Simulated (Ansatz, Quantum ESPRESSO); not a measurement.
# Thickness dependence of 1T-SnO2, part 4 of 7

Wanted: polarisability and band edges of 1T-SnO2, layer by layer.

Quantum ESPRESSO 7.5; plane-wave DFT, LDA, GBRV ultrasoft pseudopotentials; geometry by Ansatz 0.2.0 with PAW datasets.

So far. Step 6 (Electrostatic potential, 1 layer): The slope in the vacuum is 0.100 eV/Å for an applied 0.10 V/Å, as it should be. Step 7 (Band structure, 1 layer: no field): Along this path the valence top lies between K and Γ and the conduction bottom at Γ.

## 9. Relaxation with Ansatz, 2 layers

Level of this step: plane-wave DFT, PBE-D3(BJ), Ansatz PAW (Ansatz 0.2.0).

System of this step: 1T-SnO2, 2 layers, AA stacking. The cell holds 6 atoms: 4 O and 2 Sn. Its edges and angles: a = 3.220 Å, b = 3.220 Å, c = 23.878 Å, α = 90.0°, β = 90.0°, γ = 120.0°. It derives from SnO2. Vacuum lies along c.

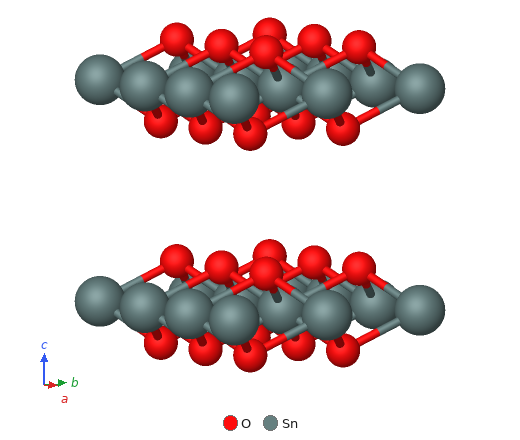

The cell of this step (oxygen red, tin teal). 3×2×1 cells are drawn. Some periodic images of atoms are drawn too.

Contents of input.yaml:

```yaml
crystal:
  lattice:
    - [3.22, 0.0, 0.0]
    - [-1.61, 2.7886018002, 0.0]
    - [0.0, 0.0, 23.877708764]
  atoms:
    - { symbol: O, position: [0.6666666667, 0.3333333333, 0.3559805542] }
    - { symbol: Sn, position: [0.0, 0.0, 0.3934392233] }
    - { symbol: O, position: [0.3333333333, 0.6666666667, 0.4308978924] }
    - { symbol: O, position: [0.6666666667, 0.3333333333, 0.5691021076] }
    - { symbol: Sn, position: [0.0, 0.0, 0.6065607767] }
    - { symbol: O, position: [0.3333333333, 0.6666666667, 0.6440194458] }
kpoints:
  mp_grid: { grid: [12, 12, 1] }
hamiltonian:
  xc: pbe
  dispersion: d3bj
scf:
  occupations: { method: fermi_dirac, width: 0.05 }
  convergence: { dr2_threshold: 1.0e-08 }
efield:
  axis: 3
  dipole_correction: true
  ramp_position: 0.97
  ramp_width: 0.04
relax:
  f_tol: 0.01
  cell: { fix: [c, alpha, beta] }
output:
  write_potential: true
  write_density: true
  volumetric_format: npy
```

Command:

```bash
$ ansatz run input.yaml --threads 4 --pin off --max-ram 8192MiB --backend cpu --events-out ev --progress --plain --runs-dir out
```

Numbers of over 12 decimals in the logs are rounded to 6 here.

The program printed:

```text
[...]
Crystal: 6 atoms, lattice volume = 214.405 Å³
Basis set: ecut = 420 eV, 4279 PW (Γ), exchange–correlation on 48×48×320 points (8 copies of the dense FFT grid, shifted against one another)
Bands: 32, of which v1, the nominal top of the filled ones, is band 26 counted from 1 (25 counted from 0)
Symmetry: 6 space group operations
k-points: 19 of 144 (time reversal used)
[...]
SCF iter   1: F=—  HF=-14317.481124 eV  |F-HF|=—  |Δ(HF+E_count)|=         —  Δρ=1.52e-3  dr2=5.69e-3  ethr=1.77e-3  p=-0.000 e·Å  D=-2.96e-5 V/Å  ΔV_dip=0.00 eV  dr2_dipole=2.82e-8  V_vac-E_F(+/−)=6.44/6.44 eV  ⟨swp⟩=8.8  Hψ=3313  notcnv=0
[...]
SCF iter   9: F=-14317.482095 eV  HF=-14317.482095 eV  |F-HF|=9.42e-10  |Δ(HF+E_count)|=   2.38e-9  Δρ=1.05e-6  dr2=2.37e-9  ethr=1.92e-11  p=-0.000 e·Å  D=-6.68e-6 V/Å  ΔV_dip=0.00 eV  dr2_dipole=2.45e-10  V_vac-E_F(+/−)=6.47/6.47 eV  ⟨swp⟩=7.9  Hψ=4581  notcnv=0
SCF 1 converged in 9 iterations: F = -14317.482095 eV  dr2 = 2.37e-9
[...]
relax step   1: F+E_penalty+E_count = -14317.48209500 eV  Δ(F+E_penalty+E_count) = +0.000e0 eV  max|allowed force component| = 1.731e0 eV/Å  Δτ_max = 0.0000 Å  P = +4.112 GPa  Ω = 214.405 Å³  fix = [c, alpha, beta]  reactions: c +4.248 GPa  (9 SCF iters, accepted)
Crystal: 6 atoms, lattice volume = 210.010 Å³
Basis set: ecut = 420 eV, 4123 PW (Γ), exchange–correlation on 48×48×320 points (8 copies of the dense FFT grid, shifted against one another)
[...]
SCF iter  11: F=-14317.887675 eV  HF=-14317.887675 eV  |F-HF|=2.57e-9  |Δ(HF+E_count)|=   5.88e-9  Δρ=9.63e-7  dr2=2.56e-9  ethr=1.92e-11  p=0.000 e·Å  D=7.77e-6 V/Å  ΔV_dip=-0.00 eV  dr2_dipole=3.87e-10  V_vac-E_F(+/−)=7.03/7.03 eV  ⟨swp⟩=8.9  Hψ=4392  notcnv=0
SCF 2 converged in 11 iterations: F = -14317.887675 eV  dr2 = 2.56e-9
relax step   2: F+E_penalty+E_count = -14317.88767492 eV  Δ(F+E_penalty+E_count) = -4.056e-1 eV  max|allowed force component| = 4.631e-2 eV/Å  Δτ_max = 0.1913 Å  P = +0.708 GPa  Ω = 210.010 Å³  energy of the carried Pulay correction = +8.379e-3 eV  fix = [c, alpha, beta]  reactions: c -0.309 GPa  (11 SCF iters, accepted)
Crystal: 6 atoms, lattice volume = 214.246 Å³
[...]
SCF iter  11: F=-14317.908448 eV  HF=-14317.908448 eV  |F-HF|=5.57e-10  |Δ(HF+E_count)|=   3.23e-8  Δρ=1.37e-6  dr2=2.64e-9  ethr=1.92e-11  p=0.000 e·Å  D=1.20e-6 V/Å  ΔV_dip=-0.00 eV  dr2_dipole=1.54e-12  V_vac-E_F(+/−)=7.02/7.02 eV  ⟨swp⟩=9.3  Hψ=4934  notcnv=0
SCF 3 converged in 11 iterations: F = -14317.908448 eV  dr2 = 2.64e-9
relax step   3: F+E_penalty+E_count = -14317.90844811 eV  Δ(F+E_penalty+E_count) = -2.077e-2 eV  max|allowed force component| = 1.358e-2 eV/Å  Δτ_max = 0.1949 Å  P = -0.104 GPa  Ω = 214.246 Å³  energy of the carried Pulay correction = +2.998e-4 eV  fix = [c, alpha, beta]  reactions: c -0.032 GPa  (11 SCF iters, accepted)
[...]
relax step   4: F+E_penalty+E_count = -14317.90927044 eV  Δ(F+E_penalty+E_count) = -8.223e-4 eV  max|allowed force component| = 2.030e-3 eV/Å  Δτ_max = 0.0061 Å  P = -0.009 GPa  Ω = 213.892 Å³  energy of the carried Pulay correction = +9.690e-4 eV  fix = [c, alpha, beta]  reactions: c -0.014 GPa  (7 SCF iters, accepted)
[...]
SCF iter   5: F=-14317.908381 eV  HF=-14317.908381 eV  |F-HF|=9.64e-11  |Δ(HF+E_count)|=   1.78e-9  Δρ=4.59e-7  dr2=3.69e-10  ethr=1.92e-11  p=0.000 e·Å  D=1.99e-6 V/Å  ΔV_dip=-0.00 eV  dr2_dipole=5.09e-13  V_vac-E_F(+/−)=7.02/7.02 eV  ⟨swp⟩=12.9  Hψ=4914  notcnv=0
SCF 5 converged in 5 iterations: F = -14317.908381 eV  dr2 = 3.69e-10
relax step   5: F+E_penalty+E_count = -14317.90838127 eV  Δ(F+E_penalty+E_count) = +8.892e-4 eV  max|allowed force component| = 2.056e-3 eV/Å  Δτ_max = 0.0000 Å  P = -0.018 GPa  Ω = 213.892 Å³  fix = [c, alpha, beta]  reactions: c -0.014 GPa  stress off target by 2.06e-2 GPa on what of the cell is left free  SCF on the basis re-selected at this cell (its energy is not comparable with the rows above)  (5 SCF iters)
basis re-selected at this cell: Δ(F+E_penalty+E_count) = +8.892e-4 eV, ΔP = -0.009 GPa vs the last step (what re-selecting the basis moved, of the pressure what is left beyond the Pulay correction that the steps carried, after the strain that the cell walked since its last selection, with what the two solves' SCF thresholds leave and, on support functions, any second-order correction that the steps lacked; it is no m [...]
[...]
SCF converged after 5 iterations
Free energy (F): -14317.908381 eV
[...]
Internal energy: -14317.908381 eV  (E = F + TS)
E sigma→0 (E₀):  -14317.908381 eV
Fermi energy:    -1.208801 eV
Dipole field:    D = 0.000003 V/Å  (p = 0.000003 e·Å, saw-weighted, corrected)
Work function:   Φ+ = 7.0159 eV   Φ− = 7.0160 eV
[...]
--- Forces (eV/Å), atoms counted from 1 ---
  atom   1  O      0.00000000    -0.00000000     0.00203127
  atom   2  Sn     0.00000000     0.00000000     0.00104685
  atom   3  O      0.00000000     0.00000000    -0.00205573
  atom   4  O      0.00000000    -0.00000000     0.00205261
  atom   5  Sn     0.00000000    -0.00000000    -0.00104069
  atom   6  O      0.00000000     0.00000000    -0.00203415
  max |Σ_I F_I| component: 1.52e-7 eV/Å
--- Stress (GPa, compression-positive) ---
       -0.020631       0.000000      -0.000000
        0.000000      -0.020631       0.000000
       -0.000000       0.000000      -0.014115
  P = ⅓ Tr σ = -0.0185 GPa (-0.185 kbar)
--- Band table (eV; the first three rows and the last of 19) ---
  k-point 0: bands = [... 22 lower, -3.2719, -3.2357, -3.2357, -2.7880, -0.1433, 0.5727, 3.2202, 3.3903, ... 2 higher]
  k-point 1: bands = [... 22 lower, -3.1853, -3.1448, -3.0544, -2.6589, 0.2476, 0.8466, 3.4637, 3.6626, ... 2 higher]
  k-point 2: bands = [... 22 lower, -3.0796, -3.0257, -2.9277, -2.5503, 1.1099, 1.4933, 4.0282, 4.3028, ... 2 higher]
  k-point 18: bands = [... 22 lower, -2.8430, -2.8430, -2.5668, -2.5668, 3.7453, 3.7877, 6.9567, 7.6666, ... 2 higher]
--- Relaxed structure (4 steps of the walk, 4 accepted, 1 SCFs on fresh bases) ---
[...]
cell:  # Å, volume = 213.8920 Å³
    - [3.216145, 0, 0]
    - [-1.608073, 2.785264, 0]
    - [0, 0, 23.877708764]
  atoms:
    - { symbol: O, position: [0.666667, 0.333333, 0.360500] }
    - { symbol: Sn, position: [9.096628774181273e-18, 0, 0.403008] }
    - { symbol: O, position: [0.333333, 0.666667, 0.445404] }
    - { symbol: O, position: [0.666667, 0.333333, 0.554596] }
    - { symbol: Sn, position: [-9.09663726861383e-18, 0, 0.596992] }
    - { symbol: O, position: [0.333333, 0.666667, 0.639500] }
```

Wall time 14 s (4 threads of Arm Neoverse V2, shared host); peak memory 0.54 GiB.

Step by step:

| step | energy less that of the first step (eV) | largest force component (eV/Å) | pressure (GPa) | volume (Å³) |
| --- | --- | --- | --- | --- |
| 1 | 0.0000 | 1.7312 | 4.11 | 214.41 |
| 2 | -0.4056 | 0.0463 | 0.71 | 210.01 |
| 3 | -0.4264 | 0.0136 | -0.10 | 214.25 |
| 4 | -0.4272 | 0.0020 | -0.01 | 213.89 |
| 5* | -0.4263 | 0.0021 | -0.02 | 213.89 |

Relaxation steps marked * repeat the geometry before them on a plane-wave basis chosen anew for their cell, so energy and pressure can jump there.

Forces are held to the 6 operations that the run works with; a distortion that breaks them can't arise in this run.

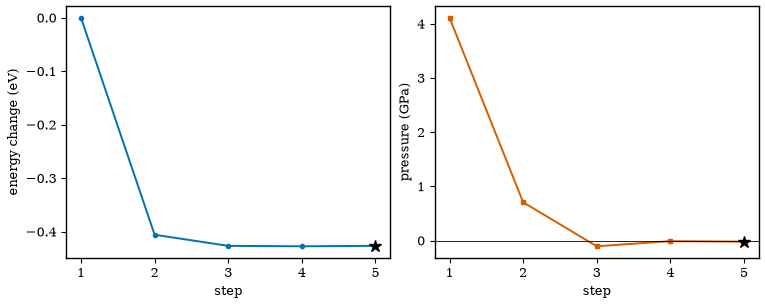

Energy and pressure along the relaxation. Stars mark steps on a basis chosen anew.

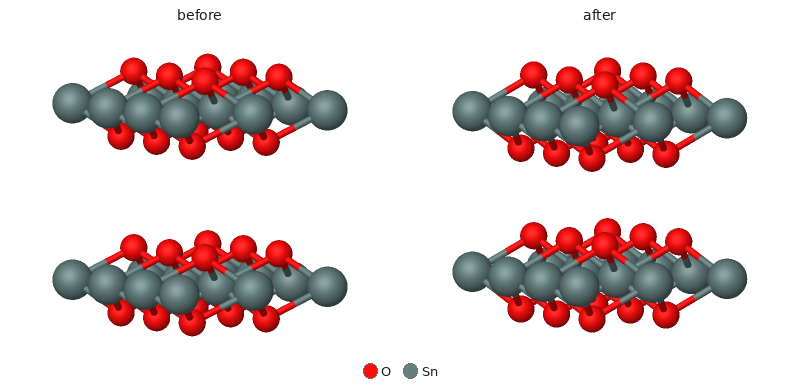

The structure before and after the relaxation, drawn at the same scale.

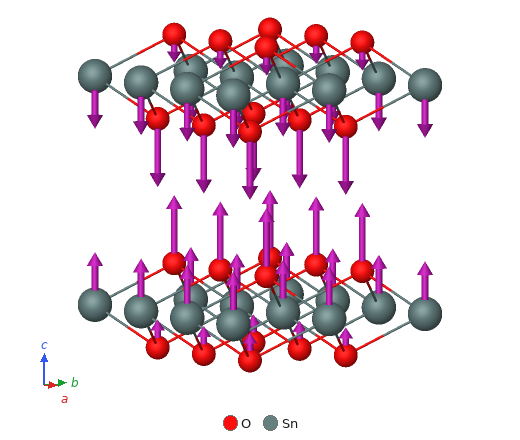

Displacements in the relaxation, exaggerated, measured against the changing cell; the longest in the cell stands for 0.35 Å. 3×2×1 cells are drawn. Some periodic images of atoms are drawn too.

| cell as run | before | after | change |
| --- | --- | --- | --- |
| a (Å) | 3.220 | 3.216 | -0.1 % |
| b (Å) | 3.220 | 3.216 | -0.1 % |

The atoms that moved most (Å, along periodic axes as changes of fractional coordinates times the final cell, across vacuum about the mean position):

| atom | dx | dy | dz | length |
| --- | --- | --- | --- | --- |
| O3 | 0.000 | 0.000 | 0.346 | 0.346 |
| O4 | 0.000 | 0.000 | -0.346 | 0.346 |
| Sn5 | 0.000 | 0.000 | -0.228 | 0.228 |
| Sn2 | 0.000 | 0.000 | 0.228 | 0.228 |
| O1 | 0.000 | 0.000 | 0.108 | 0.108 |
| O6 | 0.000 | 0.000 | -0.108 | 0.108 |

Final coordinates:

```xyz
6
Lattice="3.2161 0.0000 0.0000 -1.6081 2.7853 0.0000 0.0000 0.0000 23.8777" Properties=species:S:1:pos:R:3
O     1.6081    0.9284    8.6079
Sn    0.0000    0.0000    9.6229
O     0.0000    1.8568   10.6352
O     1.6081    0.9284   13.2425
Sn    0.0000    0.0000   14.2548
O     0.0000    1.8568   15.2698
```

This step gave:

* free energy: -14317.9084 eV
* Fermi energy: -1.209 eV
* gap by band count: 2.334 eV
* dipole along the normal: 3.45e-6 e·Å
* vacuum level at the upper face over a Fermi level inside the gap: 7.016 eV
* vacuum level at the lower face over a Fermi level inside the gap: 7.016 eV

## 10. SCF with pw.x, 2 layers: no field

Level of this step: plane-wave DFT, LDA, GBRV ultrasoft pseudopotentials (Quantum ESPRESSO 7.5).

Contents of n2.f0.in:

```
&control
  prefix = 'n2.f0'
  outdir = './out'
  pseudo_dir = './pseudo'
  calculation = 'scf'
  tprnfor = .true.
  tefield = .true.
  dipfield = .true.
/
&system
  ibrav = 0
  nat = 6
  ntyp = 2
  ecutwfc = 40
  ecutrho = 200
  occupations = 'smearing'
  smearing = 'fd'
  degauss = 0.004
  edir = 3
  emaxpos = 0.97
  eopreg = 0.04
  eamp = 0.0
  nbnd = 30
/
&electrons
  conv_thr = 1e-09
  mixing_beta = 0.4
  electron_maxstep = 120
  mixing_mode = 'plain'
/
ATOMIC_SPECIES
  O   15.9990  o_lda_v1.2.uspp.F.UPF
  Sn  118.7100  sn_lda_v1.4.uspp.F.UPF
CELL_PARAMETERS angstrom
  3.21614537024490 -0.00000000000000 -0.00000000000000
  -1.60807268512245 2.78526359289579 0.00000000000000
  -0.00000000000000 0.00000000000000 23.87770876400000
ATOMIC_POSITIONS crystal
  O   0.666666666667 0.333333333333 0.360499753708
  Sn  0.000000000000 -0.000000000000 0.403008169099
  O   0.333333333333 0.666666666667 0.445403709341
  O   0.666666666667 0.333333333333 0.554596293838
  Sn  -0.000000000000 0.000000000000 0.596991821965
  O   0.333333333333 0.666666666667 0.639500252048
K_POINTS automatic
  12 12 1 0 0 0
```

Command:

```bash
$ OMP_NUM_THREADS=1 mpirun -n 4 pw.x -nk 4 -in n2.f0.in > n2.f0.out
```

The program printed:

```text
[banner, memory and clock lines left out]
Program PWSCF v.7.5 starts
[...]
number of electrons       =        52.00
     number of Kohn-Sham states=           30
     kinetic-energy cutoff     =      40.0000  Ry
     charge density cutoff     =     200.0000  Ry
[...]
number of k points=    74  Fermi-Dirac smearing, width (Ry)=  0.0040
[...]
Dense  grid:    69065 G-vectors     FFT dimensions: (  27,  27, 216)
[...]
negative rho (up, down):  3.498E-04 0.000E+00
[...]
Starting wfcs are   34 randomized atomic wfcs
[...]
negative rho (up, down):  1.129E-04 0.000E+00
[...]
estimated scf accuracy    <       1.62388122 Ry
[...]
negative rho (up, down):  1.390E-04 0.000E+00
[...]
estimated scf accuracy    <       0.16052086 Ry
[...]
negative rho (up, down):  2.317E-04 0.000E+00
[...]
estimated scf accuracy    <       0.02657574 Ry
[...]
negative rho (up, down):  3.170E-04 0.000E+00
[...]
estimated scf accuracy    <       0.00325875 Ry
[...]
negative rho (up, down):  2.957E-04 0.000E+00
[...]
estimated scf accuracy    <       0.00096978 Ry
[...]
negative rho (up, down):  3.066E-04 0.000E+00
[...]
estimated scf accuracy    <       0.00022717 Ry
[...]
negative rho (up, down):  3.016E-04 0.000E+00
[...]
estimated scf accuracy    <       0.00020174 Ry
[...]
negative rho (up, down):  3.017E-04 0.000E+00
[...]
estimated scf accuracy    <       0.00002262 Ry
[...]
negative rho (up, down):  3.015E-04 0.000E+00
[...]
estimated scf accuracy    <       0.00000053 Ry
[...]
negative rho (up, down):  3.016E-04 0.000E+00
[...]
estimated scf accuracy    <       0.00000024 Ry
[...]
negative rho (up, down):  3.019E-04 0.000E+00
[...]
estimated scf accuracy    <       0.00000003 Ry
[...]
negative rho (up, down):  3.020E-04 0.000E+00
[...]
Total length         43.3174 bohr
[...]
estimated scf accuracy    <          7.1E-09 Ry
[...]
negative rho (up, down):  3.023E-04 0.000E+00
[...]
Computed dipole along edir(3) :
        Dipole                0.0000 Ry au,          0.0000 Debye
        Dipole field          0.0000 Ry au,
        Potential amp.       -0.0000 Ry
        Total length         43.3174 bohr
[...]
the Fermi energy is    -1.6206 ev
!    total energy              =    -447.00087824 Ry
     estimated scf accuracy    <          1.1E-10 Ry
     smearing contrib. (-TS)   =      -0.00000000 Ry
     internal energy E=F+TS    =    -447.00087824 Ry
[...]
one-electron contribution =   -3499.10955206 Ry
     hartree contribution      =    1767.83467472 Ry
     xc contribution           =    -113.78214937 Ry
     ewald contribution        =    1398.05614848 Ry
     electric field correction =       0.00000000 Ry
     convergence has been achieved in  13 iterations
     negative rho (up, down):  3.023E-04 0.000E+00
[...]
Total force =     0.042056     Total SCF correction =     0.000064
[...]
```

Elapsed: 65 s, on 4 MPI ranks; peak memory 0.66 GiB; 4.3 min of CPU time.

This step gave:

```
free energy                          : -6081.7568 eV
Fermi energy                         : -1.621 eV
dipole along the normal              : 0 e·Å
valence top, on the run's zero       : -2.818 eV
conduction bottom, on the run's zero : -0.6288 eV
gap by band count                    : 2.189 eV
```

## 11. Potential by pp.x, 2 layers

Contents of n2.f0.pot.in:

```
&inputpp
  prefix = 'n2.f0'
  outdir = './out'
  filplot = 'n2.f0.pot.dat'
  plot_num = 11
/
```

Command:

```bash
$ OMP_NUM_THREADS=1 mpirun -n 4 pp.x -in n2.f0.pot.in > n2.f0.pot.out
```

Wall time 0.86 s (4 MPI ranks); peak memory 0.1 GiB.

This step gave:

```
slope of the potential above                                          : 4.26e-6 eV/Å
upper vacuum line continued to the top atoms, over the valence top    : 8.628 eV
slope of the potential below                                          : -3.77e-6 eV/Å
lower vacuum line continued to the bottom atoms, over the valence top : 8.628 eV
vacuum level at the upper face over the valence top of the mesh       : 8.628 eV
vacuum level at the lower face over the valence top of the mesh       : 8.628 eV
```

## 12. SCF with pw.x, 2 layers: field 0.1 V/Å

n2.f1.in is the input of step 10 with these lines changed:

```diff
@@ -1,3 +1,3 @@
 &control
-  prefix = 'n2.f0'
+  prefix = 'n2.f1'
   outdir = './out'
@@ -21,3 +21,3 @@
   eopreg = 0.04
-  eamp = 0.0
+  eamp = 0.00194469
   nbnd = 30
@@ -29,2 +29,3 @@
   mixing_mode = 'plain'
+  startingpot = 'file'
 /
```

Command:

```bash
$ cp -r out/n2.f0.save out/n2.f1.save
$ OMP_NUM_THREADS=1 mpirun -n 4 pw.x -nk 4 -in n2.f1.in > n2.f1.out
```

The program printed:

```text
[banner, memory and clock lines left out]
Program PWSCF v.7.5 starts
[...]
number of electrons       =        52.00
     number of Kohn-Sham states=           30
     kinetic-energy cutoff     =      40.0000  Ry
     charge density cutoff     =     200.0000  Ry
[...]
number of k points=    74  Fermi-Dirac smearing, width (Ry)=  0.0040
[...]
Dense  grid:    69065 G-vectors     FFT dimensions: (  27,  27, 216)
[...]
The initial density is read from file :
[...]
negative rho (up, down):  3.023E-04 0.000E+00
[...]
Starting wfcs are   34 randomized atomic wfcs
[...]
negative rho (up, down):  3.017E-04 0.000E+00
[...]
estimated scf accuracy    <       0.00204943 Ry
[...]
negative rho (up, down):  3.018E-04 0.000E+00
[...]
estimated scf accuracy    <       0.00402542 Ry
[...]
negative rho (up, down):  3.020E-04 0.000E+00
[...]
estimated scf accuracy    <       0.00002128 Ry
[...]
negative rho (up, down):  3.021E-04 0.000E+00
[...]
estimated scf accuracy    <       0.00002619 Ry
[...]
negative rho (up, down):  3.021E-04 0.000E+00
[...]
estimated scf accuracy    <       0.00000075 Ry
[...]
negative rho (up, down):  3.022E-04 0.000E+00
[...]
estimated scf accuracy    <       0.00000029 Ry
[...]
negative rho (up, down):  3.022E-04 0.000E+00
[...]
estimated scf accuracy    <       0.00000013 Ry
[...]
negative rho (up, down):  3.022E-04 0.000E+00
[...]
estimated scf accuracy    <       0.00000001 Ry
[...]
negative rho (up, down):  3.022E-04 0.000E+00
[...]
estimated scf accuracy    <          3.3E-09 Ry
[...]
negative rho (up, down):  3.022E-04 0.000E+00
[...]
Computed dipole along edir(3) :
        Dipole                0.0568 Ry au,          0.1445 Debye
        Dipole field          0.0005 Ry au,
        E field amplitude [Ha a.u.]:  1.9447E-03
        Potential amp.        0.1256 Ry
        Total length         43.3174 bohr
[...]
the Fermi energy is    -1.5911 ev
!    total energy              =    -447.00098860 Ry
     estimated scf accuracy    <          8.3E-10 Ry
     smearing contrib. (-TS)   =      -0.00000000 Ry
     internal energy E=F+TS    =    -447.00098860 Ry
[...]
one-electron contribution =   -3499.10873889 Ry
     hartree contribution      =    1767.83389712 Ry
     xc contribution           =    -113.78210236 Ry
     ewald contribution        =    1398.05614848 Ry
     electric field correction =      -0.00019295 Ry
     convergence has been achieved in  10 iterations
     negative rho (up, down):  3.022E-04 0.000E+00
[...]
Total force =     0.042305     Total SCF correction =     0.000179
[...]
```

It took 61 s on 4 MPI ranks; peak memory 0.67 GiB; 4 min of CPU time.

This step gave:

```
free energy                          : -6081.7583 eV
Fermi energy                         : -1.591 eV
dipole along the normal              : 0.03008 e·Å
valence top, on the run's zero       : -2.782 eV
conduction bottom, on the run's zero : -0.6193 eV
gap by band count                    : 2.163 eV
```

## 13. Electrostatic potential, 2 layers

Contents of n2.f1.pot.in:

```
&inputpp
  prefix = 'n2.f1'
  outdir = './out'
  filplot = 'n2.f1.pot.dat'
  plot_num = 11
/
```

Command:

```bash
$ OMP_NUM_THREADS=1 mpirun -n 4 pp.x -in n2.f1.pot.in > n2.f1.pot.out
```

Run time: 0.87 s. Hardware: 4 MPI ranks; peak memory 0.11 GiB.

Read from the output:

```
slope of the potential above                                          : 0.1000 eV/Å
upper vacuum line continued to the top atoms, over the valence top    : 8.640 eV
slope of the potential below                                          : 0.10000 eV/Å
lower vacuum line continued to the bottom atoms, over the valence top : 8.581 eV
```

The slope in the vacuum is 0.100 eV/Å for an applied 0.10 V/Å, as it should be.

(Part 4 of 7 ends here.)

[Logs are printed without paths, hosts, clocks, repeated set-up lines and the standing remarks that a program may print on its own settings, such as how far it seeks lower states.]

[Hosts, paths, dates, database ids (printed as entryN), source tags and the programs' standing remarks are cut or masked in the printed files.]

[Maps of the electrostatic potential energy from Ansatz leave out the sawtooth potential of an applied field or a dipole correction, so their vacuum need not be flat; planar profiles and work functions include it.]
